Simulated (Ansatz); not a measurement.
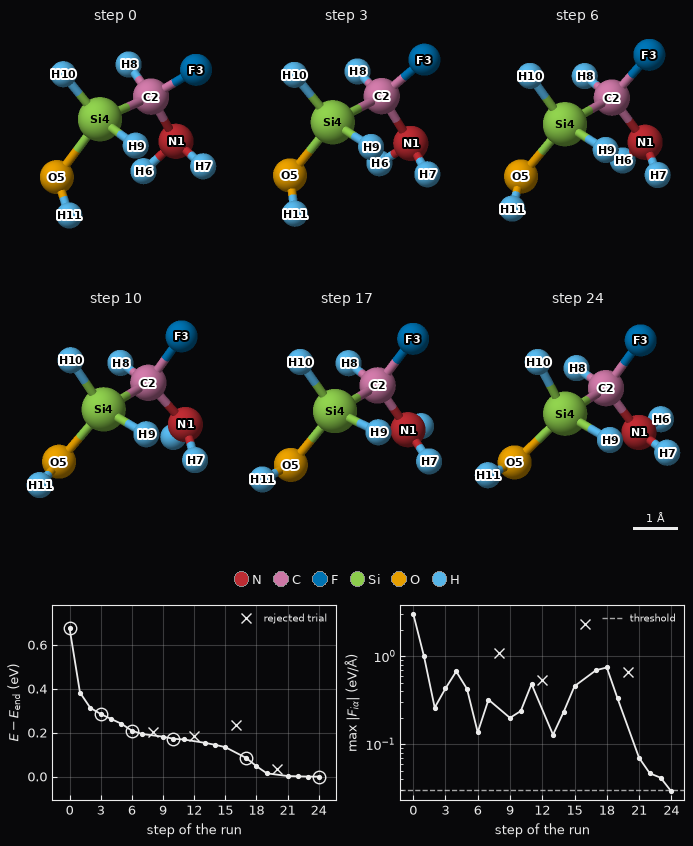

Frames of a relaxation of CH6FNOSi (coarse preliminary run), marked on the history of the run. A ball-and-stick model, seen from a free direction.

The start comes from a force field.

Method: RKS PBE-D4/def2-SVP in Ansatz 0.2.0. Set-up: force threshold 0.03 eV/Å; at most 200 steps.

What happens along the run?

Answer. After 20 accepted moves (24 points after the start) the energy has fallen by 0.675 eV. The largest force component goes from 3.1 to 0.029 eV/Å. The line search rejected the trial steps at points 8, 12, 16, 20 of the run. H6 moves most after the best rigid fit: 1.58 Å. Largest moves by element: H 1.58 Å, F 0.52 Å, Si 0.28 Å, C 0.27 Å, N 0.21 Å, O 0.15 Å. Among the contacts that change: C2–F3 1.335 → 1.452 Å, Si4–H10 1.409 → 1.505 Å, Si4–O5 1.738 → 1.684 Å, N1–H7 1.059 → 1.026 Å. Bond angles that change, for instance: O5–Si4–H9 103.2° → 112.3°, N1–C2–F3 105.4° → 114.0°, C2–N1–H7 106.6° → 113.5°. Groups turn about Si4–O5 by about 80°, C2–Si4 by about 25°. From step 0 to 3: H6 moves most (0.28 Å), energy −0.390 eV. From step 3 to 6: H11 moves most (0.37 Å), energy −0.076 eV. From step 6 to 10: H6 moves most (0.35 Å), energy −0.037 eV. From step 10 to 17: H6 moves most (0.45 Å), energy −0.087 eV. From step 17 to 24: H atoms move most (0.27 Å), energy −0.085 eV.

```csv
step,"E − E(0), eV","largest force component, eV/Å",note
0,0.0000,3.0533,
1,-0.2922,1.0028,
2,-0.3620,0.2611,
3,-0.3896,0.4314,
4,-0.4124,0.6737,
5,-0.4342,0.4266,
6,-0.4657,0.1366,
7,-0.4809,0.3217,
8,-0.4709,1.0938,rejected
9,-0.4929,0.1997,
10,-0.5025,0.2391,
11,-0.5058,0.4839,
12,-0.4902,0.5311,rejected
13,-0.5208,0.1285,
14,-0.5298,0.2355,
15,-0.5406,0.4580,
16,-0.4402,2.3121,rejected
17,-0.5895,0.6953,
18,-0.6273,0.7466,
19,-0.6599,0.3319,
20,-0.6397,0.6569,rejected
21,-0.6722,0.0703,
22,-0.6735,0.0468,
23,-0.6747,0.0418,
24,-0.6749,0.0292,
```
